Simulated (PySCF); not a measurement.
**BH6NSSi: electronic excitations at several levels of theory**

How much do the electronic excitations of BH6NSSi (`NBS[SiH3]`) depend on the level of theory, and what does each level cost?

Programs: PySCF 2.14.0, with density-fitted response routines of our own. Each step states its level of theory. These are calculated values for one molecule in the gas phase, unless marked as measured. Atoms are numbered from 0 throughout.

## Step 1: Starting geometry

10 atoms, charge 0, multiplicity 1; geometry from: PBE0-D3(BJ)/def2-SVP.

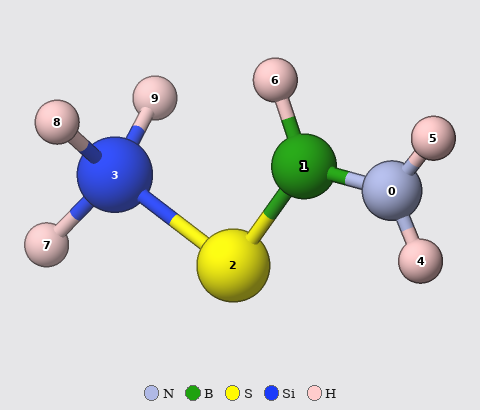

As it starts; nitrogen light blue, boron green, sulfur yellow, silicon blue, hydrogen pink, atoms numbered.

## Step 2: Ultraviolet spectrum: LDA/def2-SVPD

What the job is given:

```
{"job": {"kind": "uv", "xc": "LDA", "basis": "def2-SVPD", "ip": true}, "charge": 0, "multiplicity": 1}
N      2.347167     0.063455    -0.106520
B      0.962206     0.180342    -0.170257
S     -0.084245    -0.908908     0.861080
Si    -2.010125    -0.208898     0.220905
H      2.827868    -0.604714     0.482711
H      2.961668     0.644535    -0.660021
H      0.464948     1.000158    -0.907471
H     -3.019959    -0.986297     0.996044
H     -2.181454     1.246979     0.503047
H     -2.220310    -0.445164    -1.238313
```

Method: TDDFT LDA/def2-SVPD, vertical, gas phase, core orbitals frozen in the response.

On the command line:

```sh
> OMP_NUM_THREADS=1 python probes_run.py task.json out
```

The driver reads the jobs from task.json and runs them one after another.

Output:

```text
coarse grid: 9120 points
cycle   1  E = -767.2818884146  dE =  9.334e-02  |g| = 4.352e-01  |ddm| = 4.358e+00
cycle   2  E = -767.1879052132  dE =  9.398e-02  |g| = 7.573e-01  |ddm| = 1.370e+00
cycle   3  E = -767.3279492598  dE = -1.400e-01  |g| = 1.154e-01  |ddm| = 8.174e-01
cycle   4  E = -767.3316983386  dE = -3.749e-03  |g| = 3.940e-02  |ddm| = 2.239e-01
cycle   5  E = -767.3321233774  dE = -4.250e-04  |g| = 1.120e-02  |ddm| = 7.929e-02
cycle   6  E = -767.3321695514  dE = -4.617e-05  |g| = 2.910e-03  |ddm| = 2.377e-02
cycle   7  E = -767.3321722469  dE = -2.696e-06  |g| = 5.263e-04  |ddm| = 6.520e-03
final grid: 78104 points
cycle   8  E = -767.4244435283  dE = -1.627e-05  |g| = 3.159e-03  |ddm| = 4.474e-02
cycle   9  E = -767.4244373819  dE =  6.146e-06  |g| = 6.097e-03  |ddm| = 7.375e-03
cycle  10  E = -767.4244455505  dE = -8.169e-06  |g| = 6.658e-04  |ddm| = 5.162e-03
cycle  11  E = -767.4244456846  dE = -1.341e-07  |g| = 1.793e-04  |ddm| = 1.576e-03
cycle  12  E = -767.4244456955  dE = -1.093e-08  |g| = 1.950e-05  |ddm| = 4.534e-04
cycle  13  E = -767.4244456956  dE = -1.294e-10  |g| = 3.737e-06  |ddm| = 4.893e-05
converged SCF energy = -767.4244456956

Static polarisability (au): isotropic 78.652, principal 60.934 72.756 102.266

Singlet excitations
state   eV       nm        f      main configurations
  1   5.3305    232.6   0.00597   H->L+1 0.99
  2   5.5316    224.1   0.12075   H->L 0.94
  3   5.9921    206.9   0.00212   H->L+2 0.99
  4   6.0947    203.4   0.00376   H->L+3 0.99
  5   6.2954    196.9   0.00124   H-1->L 0.98
  6   6.5783    188.5   0.05597   H-1->L+1 0.87, H->L+4 0.08
  7   6.5941    188.0   0.00811   H->L+4 0.91
  8   6.8438    181.2   0.00652   H->L+5 0.85, H->L+6 0.15
  9   7.0462    176.0   0.00760   H->L+6 0.52, H-1->L+2 0.22, H->L+5 0.09
 10   7.0482    175.9   0.01435   H-2->L+1 0.89

Triplet excitations (Tamm-Dancoff, eV): 4.8023 5.1233 5.8642 5.9909
Vertical ionisation energy (delta-SCF) = 9.1267 eV
```

Run time: 42 s. Hardware: 1 thread of Arm Neoverse V1, shared host; peak memory 0.39 GiB.

The orbitals next to the gap, with their largest atomic shares:

```
orbital     eV                       atoms
 HOMO−3  -8.25  Si3 37 %, H7 32 %, S2 10 %
 HOMO−2  -7.93    N0 47 %, B1 19 %, S2 7 %
 HOMO−1  -7.33   S2 53 %, B1 19 %, H6 11 %
   HOMO  -6.17  S2 57 %, N0 16 %, Si3 10 %
   LUMO  -1.17   B1 39 %, N0 19 %, S2 18 %
 LUMO+1  -0.93   Si3 30 %, S2 28 %, B1 9 %
 LUMO+2  -0.22  B1 25 %, Si3 23 %, S2 13 %
```

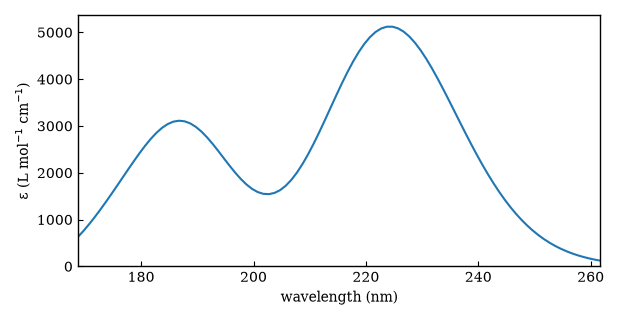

Absorption spectrum: each of the 10 states is a Gaussian band of 0.4 eV half-width at 1/e. Beyond the last state computed it falls off for lack of states.

Further results of this job:

```
           property  computed
  dipole moment (D)      1.95
polarisability (Å³)     11.66
 HOMO–LUMO gap (eV)      4.99
      −ε(HOMO) (eV)      6.16
```

## Step 3: Excited states and response: PBE/def2-SVPD

The job, as its differences from that of step 2:

```diff
@@ -1,2 +1,2 @@
-{"job": {"kind": "uv", "xc": "LDA", "basis": "def2-SVPD", "ip": true}, "charge": 0, "multiplicity": 1}
+{"job": {"kind": "uv", "xc": "PBE", "basis": "def2-SVPD", "ip": true}, "charge": 0, "multiplicity": 1}
 N      2.347167     0.063455    -0.106520
```

Level: TDDFT PBE/def2-SVPD, vertical, gas phase, core orbitals frozen in the response.

Output:

```text
coarse grid: 9120 points
cycle   1  E = -770.1279764372  dE =  9.260e-02  |g| = 4.291e-01  |ddm| = 4.450e+00
cycle   2  E = -770.0409912389  dE =  8.699e-02  |g| = 7.331e-01  |ddm| = 1.347e+00
cycle   3  E = -770.1725946492  dE = -1.316e-01  |g| = 1.133e-01  |ddm| = 7.800e-01
cycle   4  E = -770.1762945557  dE = -3.700e-03  |g| = 3.419e-02  |ddm| = 2.130e-01
cycle   5  E = -770.1766258296  dE = -3.313e-04  |g| = 1.014e-02  |ddm| = 7.662e-02
cycle   6  E = -770.1766635071  dE = -3.768e-05  |g| = 2.698e-03  |ddm| = 2.169e-02
cycle   7  E = -770.1766658552  dE = -2.348e-06  |g| = 4.824e-04  |ddm| = 6.180e-03
final grid: 78104 points
cycle   8  E = -770.2792327306  dE = -7.072e-06  |g| = 1.106e-02  |ddm| = 6.627e-02
cycle   9  E = -770.2791376335  dE =  9.510e-05  |g| = 2.202e-02  |ddm| = 3.622e-02
cycle  10  E = -770.2792624374  dE = -1.248e-04  |g| = 1.771e-03  |ddm| = 2.423e-02
cycle  11  E = -770.2792633284  dE = -8.910e-07  |g| = 4.276e-04  |ddm| = 3.101e-03
cycle  12  E = -770.2792633930  dE = -6.457e-08  |g| = 1.018e-04  |ddm| = 1.039e-03
cycle  13  E = -770.2792633961  dE = -3.115e-09  |g| = 2.114e-05  |ddm| = 2.089e-04
cycle  14  E = -770.2792633962  dE = -1.494e-10  |g| = 6.199e-06  |ddm| = 5.027e-05
converged SCF energy = -770.2792633962

Static polarisability (au): isotropic 77.197, principal 59.736 71.520 100.336

Singlet excitations
state   eV       nm        f      main configurations
  1   5.3893    230.1   0.00484   H->L+1 0.99
  2   5.6429    219.7   0.12482   H->L 0.93
  3   5.9589    208.1   0.00332   H->L+2 0.99
  4   6.1339    202.1   0.00460   H->L+3 1.00
  5   6.4352    192.7   0.00109   H-1->L 0.99
  6   6.6545    186.3   0.00332   H->L+4 0.94
  7   6.6743    185.8   0.06691   H-1->L+1 0.89
  8   6.7617    183.4   0.00581   H->L+5 1.00
  9   7.0755    175.2   0.02023   H-2->L+1 0.99
 10   7.0854    175.0   0.00151   H->L+6 0.57, H-1->L+2 0.39

Triplet excitations (Tamm-Dancoff, eV): 4.8557 5.1621 5.7994 6.0065
Vertical ionisation energy (delta-SCF) = 8.9840 eV
```

Run time: 58 s. Hardware: 1 thread of Arm Neoverse V1, shared host; peak memory 0.51 GiB.

In short: HOMO -6.07 eV, LUMO -0.94 eV; lowest singlet 5.39 eV.

## Step 4: Ultraviolet spectrum: B3LYP/def2-SVPD

The job, as its differences from that of step 3:

```diff
@@ -1,2 +1,2 @@
-{"job": {"kind": "uv", "xc": "PBE", "basis": "def2-SVPD", "ip": true}, "charge": 0, "multiplicity": 1}
+{"job": {"kind": "uv", "xc": "B3LYP", "basis": "def2-SVPD", "ip": true}, "charge": 0, "multiplicity": 1}
 N      2.347167     0.063455    -0.106520
```

Level: TDDFT B3LYP/def2-SVPD, vertical, gas phase, core orbitals frozen in the response.

Output:

```text
coarse grid: 9120 points
cycle   1  E = -770.6483657455  dE =  1.062e-01  |g| = 3.810e-01  |ddm| = 4.201e+00
cycle   2  E = -770.6221198997  dE =  2.625e-02  |g| = 5.107e-01  |ddm| = 1.040e+00
cycle   3  E = -770.6842200783  dE = -6.210e-02  |g| = 6.432e-02  |ddm| = 5.551e-01
cycle   4  E = -770.6852262228  dE = -1.006e-03  |g| = 2.251e-02  |ddm| = 1.127e-01
cycle   5  E = -770.6853686519  dE = -1.424e-04  |g| = 5.064e-03  |ddm| = 4.443e-02
cycle   6  E = -770.6853772916  dE = -8.640e-06  |g| = 1.230e-03  |ddm| = 1.096e-02
final grid: 78104 points
cycle   7  E = -770.7664222850  dE = -1.292e-05  |g| = 3.308e-03  |ddm| = 4.878e-02
cycle   8  E = -770.7664186100  dE =  3.675e-06  |g| = 5.253e-03  |ddm| = 9.067e-03
cycle   9  E = -770.7664248064  dE = -6.196e-06  |g| = 2.235e-04  |ddm| = 4.939e-03
cycle  10  E = -770.7664248184  dE = -1.202e-08  |g| = 1.205e-04  |ddm| = 5.438e-04
cycle  11  E = -770.7664248229  dE = -4.482e-09  |g| = 2.296e-05  |ddm| = 2.596e-04
cycle  12  E = -770.7664248231  dE = -1.487e-10  |g| = 5.602e-06  |ddm| = 4.259e-05
converged SCF energy = -770.7664248231

Static polarisability (au): isotropic 74.721, principal 58.427 69.675 96.061

Singlet excitations
state   eV       nm        f      main configurations
  1   5.7683    214.9   0.00633   H->L 0.91
  2   6.0155    206.1   0.13672   H->L+1 0.90
  3   6.3606    194.9   0.00251   H->L+2 0.95
  4   6.5807    188.4   0.01212   H->L+3 0.97
  5   6.8447    181.1   0.00125   H-1->L+1 0.91
  6   7.1486    173.4   0.00750   H->L+4 0.92
  7   7.1707    172.9   0.00512   H->L+5 0.85
  8   7.1955    172.3   0.09534   H-1->L 0.80
  9   7.5823    163.5   0.00140   H->L+6 0.41, H-1->L+2 0.35, H->L+7 0.10
 10   7.6263    162.6   0.00240   H->L+7 0.68, H-2->L 0.10

Triplet excitations (Tamm-Dancoff, eV): 5.2097 5.5152 6.1863 6.4154
Vertical ionisation energy (delta-SCF) = 9.1847 eV
```

Wall time 21 s (1 thread of Arm Neoverse V1, shared host); peak memory 0.62 GiB.

In short: HOMO -6.99 eV, LUMO -0.23 eV; lowest singlet 5.77 eV.

## Step 5: Ultraviolet spectrum: PBE0/def2-SVPD

The job, as its differences from that of step 4:

```diff
@@ -1,2 +1,2 @@
-{"job": {"kind": "uv", "xc": "B3LYP", "basis": "def2-SVPD", "ip": true}, "charge": 0, "multiplicity": 1}
+{"job": {"kind": "uv", "xc": "PBE0", "basis": "def2-SVPD", "ip": true}, "charge": 0, "multiplicity": 1}
 N      2.347167     0.063455    -0.106520
```

Method: TDDFT PBE0/def2-SVPD, vertical, gas phase, core orbitals frozen in the response.

Output:

```text
coarse grid: 9120 points
cycle   1  E = -770.2510984593  dE =  1.068e-01  |g| = 3.335e-01  |ddm| = 4.066e+00
cycle   2  E = -770.2414466372  dE =  9.652e-03  |g| = 3.988e-01  |ddm| = 8.986e-01
cycle   3  E = -770.2795381392  dE = -3.809e-02  |g| = 5.240e-02  |ddm| = 4.639e-01
cycle   4  E = -770.2801945387  dE = -6.564e-04  |g| = 1.876e-02  |ddm| = 9.238e-02
cycle   5  E = -770.2802917982  dE = -9.726e-05  |g| = 4.109e-03  |ddm| = 3.695e-02
cycle   6  E = -770.2802974221  dE = -5.624e-06  |g| = 9.566e-04  |ddm| = 9.203e-03
final grid: 78104 points
cycle   7  E = -770.3578864682  dE = -1.291e-05  |g| = 6.001e-03  |ddm| = 4.399e-02
cycle   8  E = -770.3578774360  dE =  9.032e-06  |g| = 8.503e-03  |ddm| = 1.657e-02
cycle   9  E = -770.3578956662  dE = -1.823e-05  |g| = 5.434e-04  |ddm| = 9.344e-03
cycle  10  E = -770.3578957331  dE = -6.691e-08  |g| = 1.492e-04  |ddm| = 8.484e-04
cycle  11  E = -770.3578957394  dE = -6.251e-09  |g| = 3.701e-05  |ddm| = 3.135e-04
cycle  12  E = -770.3578957399  dE = -5.007e-10  |g| = 8.653e-06  |ddm| = 1.156e-04
converged SCF energy = -770.3578957399

Static polarisability (au): isotropic 74.037, principal 57.911 68.919 95.280

Singlet excitations
state   eV       nm        f      main configurations
  1   5.9583    208.1   0.00782   H->L+1 0.94
  2   6.1405    201.9   0.14308   H->L 0.95
  3   6.6122    187.5   0.00159   H->L+2 0.91
  4   6.8328    181.5   0.01154   H->L+3 0.95
  5   6.9433    178.6   0.00169   H-1->L 0.97
  6   7.3539    168.6   0.00375   H->L+5 0.88
  7   7.3818    168.0   0.09766   H-1->L+1 0.84
  8   7.4280    166.9   0.01092   H->L+4 0.96
  9   7.7938    159.1   0.00641   H->L+6 0.41, H-1->L+2 0.28, H->L+7 0.12
 10   7.8502    157.9   0.00198   H->L+7 0.56, H->L+8 0.22

Triplet excitations (Tamm-Dancoff, eV): 5.2730 5.6553 6.3948 6.4989
Vertical ionisation energy (delta-SCF) = 9.2094 eV
```

Run time: 21 s. Hardware: 1 thread of Arm Neoverse V1, shared host; peak memory 0.62 GiB.

In short: HOMO -7.24 eV, LUMO -0.03 eV; lowest singlet 5.96 eV.

## Step 6: Ultraviolet spectrum: BHandHLYP/def2-SVPD

The job, as its differences from that of step 5:

```diff
@@ -1,2 +1,2 @@
-{"job": {"kind": "uv", "xc": "PBE0", "basis": "def2-SVPD", "ip": true}, "charge": 0, "multiplicity": 1}
+{"job": {"kind": "uv", "xc": "BHandHLYP", "basis": "def2-SVPD", "ip": true}, "charge": 0, "multiplicity": 1}
 N      2.347167     0.063455    -0.106520
```

Method: TDDFT BHandHLYP/def2-SVPD, vertical, gas phase, core orbitals frozen in the response.

Output:

```text
coarse grid: 9120 points
cycle   1  E = -770.5891712280  dE =  1.382e-01  |g| = 3.216e-01  |ddm| = 3.845e+00
cycle   2  E = -770.6040526636  dE = -1.488e-02  |g| = 2.587e-01  |ddm| = 8.335e-01
cycle   3  E = -770.6203325384  dE = -1.628e-02  |g| = 4.410e-02  |ddm| = 3.750e-01
cycle   4  E = -770.6207813344  dE = -4.488e-04  |g| = 1.687e-02  |ddm| = 7.611e-02
cycle   5  E = -770.6208585203  dE = -7.719e-05  |g| = 2.831e-03  |ddm| = 2.987e-02
cycle   6  E = -770.6208612632  dE = -2.743e-06  |g| = 5.716e-04  |ddm| = 6.947e-03
final grid: 78104 points
cycle   7  E = -770.6726314327  dE = -5.961e-06  |g| = 1.758e-03  |ddm| = 2.935e-02
cycle   8  E = -770.6726314542  dE = -2.149e-08  |g| = 1.875e-03  |ddm| = 4.576e-03
cycle   9  E = -770.6726322065  dE = -7.523e-07  |g| = 1.008e-04  |ddm| = 1.696e-03
cycle  10  E = -770.6726322100  dE = -3.537e-09  |g| = 6.822e-05  |ddm| = 3.496e-04
cycle  11  E = -770.6726322115  dE = -1.452e-09  |g| = 1.186e-05  |ddm| = 1.229e-04
cycle  12  E = -770.6726322116  dE = -5.525e-11  |g| = 3.530e-06  |ddm| = 2.774e-05
converged SCF energy = -770.6726322116

Static polarisability (au): isotropic 71.603, principal 56.620 67.162 91.029

Singlet excitations
state   eV       nm        f      main configurations
  1   6.3104    196.5   0.00909   H->L 0.72, H->L+2 0.16
  2   6.5644    188.9   0.14932   H->L+1 0.96
  3   6.9565    178.2   0.00038   H->L+2 0.63, H->L 0.17
  4   7.2226    171.7   0.02323   H->L+3 0.82
  5   7.3876    167.8   0.00306   H-1->L+1 0.91
  6   7.7522    159.9   0.00696   H->L+4 0.80, H->L+5 0.08
  7   7.8761    157.4   0.14216   H-1->L 0.62, H-1->L+2 0.14
  8   7.9252    156.4   0.01222   H->L+5 0.71, H->L+4 0.09
  9   8.1499    152.1   0.00368   H->L+7 0.61, H-2->L 0.10, H->L+2 0.08
 10   8.2588    150.1   0.00157   H->L+6 0.53, H-1->L 0.14, H-1->L+2 0.12

Triplet excitations (Tamm-Dancoff, eV): 5.6874 5.9935 6.7260 6.9193
Vertical ionisation energy (delta-SCF) = 9.2255 eV
```

Wall time 22 s (1 thread of Arm Neoverse V1, shared host); peak memory 0.62 GiB.

Key values: HOMO -8.26 eV, LUMO 0.60 eV; lowest singlet 6.31 eV.

## Step 7: Ultraviolet spectrum: CAM-B3LYP/def2-SVPD

The job, as its differences from that of step 6:

```diff
@@ -1,2 +1,2 @@
-{"job": {"kind": "uv", "xc": "BHandHLYP", "basis": "def2-SVPD", "ip": true}, "charge": 0, "multiplicity": 1}
+{"job": {"kind": "uv", "xc": "CAM-B3LYP", "basis": "def2-SVPD", "ip": true}, "charge": 0, "multiplicity": 1}
 N      2.347167     0.063455    -0.106520
```

Level: TDDFT CAM-B3LYP/def2-SVPD, vertical, gas phase, core orbitals frozen in the response.

Output:

```text
coarse grid: 9120 points
cycle   1  E = -770.5703781038  dE =  1.375e-01  |g| = 3.514e-01  |ddm| = 3.983e+00
cycle   2  E = -770.5807205397  dE = -1.034e-02  |g| = 3.309e-01  |ddm| = 9.028e-01
cycle   3  E = -770.6059181536  dE = -2.520e-02  |g| = 4.504e-02  |ddm| = 4.168e-01
cycle   4  E = -770.6063645899  dE = -4.464e-04  |g| = 2.051e-02  |ddm| = 7.962e-02
cycle   5  E = -770.6064774505  dE = -1.129e-04  |g| = 3.166e-03  |ddm| = 3.777e-02
cycle   6  E = -770.6064809847  dE = -3.534e-06  |g| = 6.756e-04  |ddm| = 8.048e-03
final grid: 78104 points
cycle   7  E = -770.6887038455  dE = -1.007e-05  |g| = 2.459e-03  |ddm| = 2.839e-02
cycle   8  E = -770.6887035217  dE =  3.238e-07  |g| = 2.895e-03  |ddm| = 5.590e-03
cycle   9  E = -770.6887052563  dE = -1.735e-06  |g| = 1.289e-04  |ddm| = 2.438e-03
cycle  10  E = -770.6887052615  dE = -5.134e-09  |g| = 8.935e-05  |ddm| = 4.391e-04
cycle  11  E = -770.6887052639  dE = -2.486e-09  |g| = 1.320e-05  |ddm| = 1.606e-04
cycle  12  E = -770.6887052640  dE = -7.367e-11  |g| = 4.295e-06  |ddm| = 3.344e-05
converged SCF energy = -770.6887052640

Static polarisability (au): isotropic 73.421, principal 57.857 68.669 93.736

Singlet excitations
state   eV       nm        f      main configurations
  1   6.1225    202.5   0.00800   H->L 0.74, H->L+2 0.14
  2   6.2961    196.9   0.14867   H->L+1 0.95
  3   6.7809    182.8   0.00032   H->L+2 0.62, H->L 0.14
  4   7.0333    176.3   0.02236   H->L+3 0.78
  5   7.1066    174.5   0.00372   H-1->L+1 0.92
  6   7.5605    164.0   0.00602   H->L+4 0.76, H->L+5 0.11
  7   7.6446    162.2   0.12876   H-1->L 0.68, H-1->L+2 0.12
  8   7.7067    160.9   0.01042   H->L+5 0.70, H->L+4 0.12
  9   7.9749    155.5   0.00326   H->L+7 0.62, H-2->L 0.10, H->L+2 0.08
 10   8.0427    154.2   0.02089   H->L+8 0.51, H-1->L+2 0.18, H-1->L 0.09

Triplet excitations (Tamm-Dancoff, eV): 5.4450 5.8209 6.5605 6.6889
Vertical ionisation energy (delta-SCF) = 9.3146 eV
```

It took 26 s on 1 thread of Arm Neoverse V1, shared host; peak memory 0.65 GiB.

In short: HOMO -8.49 eV, LUMO 0.73 eV; lowest singlet 6.12 eV.

## Step 8: TDDFT and polarisability: wB97X-D/def2-SVPD

The job, as its differences from that of step 7:

```diff
@@ -1,2 +1,2 @@
-{"job": {"kind": "uv", "xc": "CAM-B3LYP", "basis": "def2-SVPD", "ip": true}, "charge": 0, "multiplicity": 1}
+{"job": {"kind": "uv", "xc": "wB97X-D", "basis": "def2-SVPD", "ip": true}, "charge": 0, "multiplicity": 1}
 N      2.347167     0.063455    -0.106520
```

Level: TDDFT wB97X-D/def2-SVPD, vertical, gas phase, core orbitals frozen in the response.

Output:

```text
coarse grid: 9120 points
cycle   1  E = -770.5721006809  dE =  1.350e-01  |g| = 3.501e-01  |ddm| = 3.761e+00
cycle   2  E = -770.5899948353  dE = -1.789e-02  |g| = 2.919e-01  |ddm| = 1.038e+00
cycle   3  E = -770.6094997162  dE = -1.950e-02  |g| = 3.929e-02  |ddm| = 3.907e-01
cycle   4  E = -770.6099172198  dE = -4.175e-04  |g| = 1.895e-02  |ddm| = 1.030e-01
cycle   5  E = -770.6100156145  dE = -9.839e-05  |g| = 3.104e-03  |ddm| = 4.191e-02
cycle   6  E = -770.6100197527  dE = -4.138e-06  |g| = 7.208e-04  |ddm| = 1.111e-02
final grid: 78104 points
cycle   7  E = -770.6921738192  dE = -5.506e-05  |g| = 6.474e-03  |ddm| = 8.443e-02
cycle   8  E = -770.6921752103  dE = -1.391e-06  |g| = 6.237e-03  |ddm| = 1.779e-02
cycle   9  E = -770.6921834839  dE = -8.274e-06  |g| = 5.401e-04  |ddm| = 5.826e-03
cycle  10  E = -770.6921835731  dE = -8.924e-08  |g| = 1.843e-04  |ddm| = 1.463e-03
cycle  11  E = -770.6921835886  dE = -1.548e-08  |g| = 4.760e-05  |ddm| = 5.569e-04
cycle  12  E = -770.6921835899  dE = -1.265e-09  |g| = 1.178e-05  |ddm| = 1.270e-04
cycle  13  E = -770.6921835900  dE = -9.709e-11  |g| = 3.582e-06  |ddm| = 4.051e-05
converged SCF energy = -770.6921835900

Static polarisability (au): isotropic 73.242, principal 57.889 68.366 93.471

Singlet excitations
state   eV       nm        f      main configurations
  1   6.2594    198.1   0.00995   H->L 0.74, H->L+2 0.13
  2   6.3582    195.0   0.15194   H->L+1 0.95
  3   6.9705    177.9   0.00014   H->L+2 0.55, H->L 0.12, H->L+5 0.11
  4   7.1488    173.4   0.00060   H-1->L+1 0.93
  5   7.2714    170.5   0.02433   H->L+3 0.70, H-2->L 0.09
  6   7.7352    160.3   0.06585   H-1->L 0.37, H->L+5 0.24, H->L+4 0.12
  7   7.7489    160.0   0.06189   H-1->L 0.31, H->L+5 0.26, H->L+4 0.17
  8   7.8888    157.2   0.01961   H->L+4 0.57, H->L+5 0.26
  9   8.1373    152.4   0.02703   H->L+8 0.48, H-2->L+1 0.11, H-1->L+2 0.10
 10   8.1859    151.5   0.00705   H->L+7 0.52

Triplet excitations (Tamm-Dancoff, eV): 5.5599 5.9795 6.7878 6.8432
Vertical ionisation energy (delta-SCF) = 9.3375 eV
```

It took 25 s on 1 thread of Arm Neoverse V1, shared host; peak memory 0.65 GiB.

In short: HOMO -9.03 eV, LUMO 1.57 eV; lowest singlet 6.26 eV.

(Part 1 of 2 ends here.)
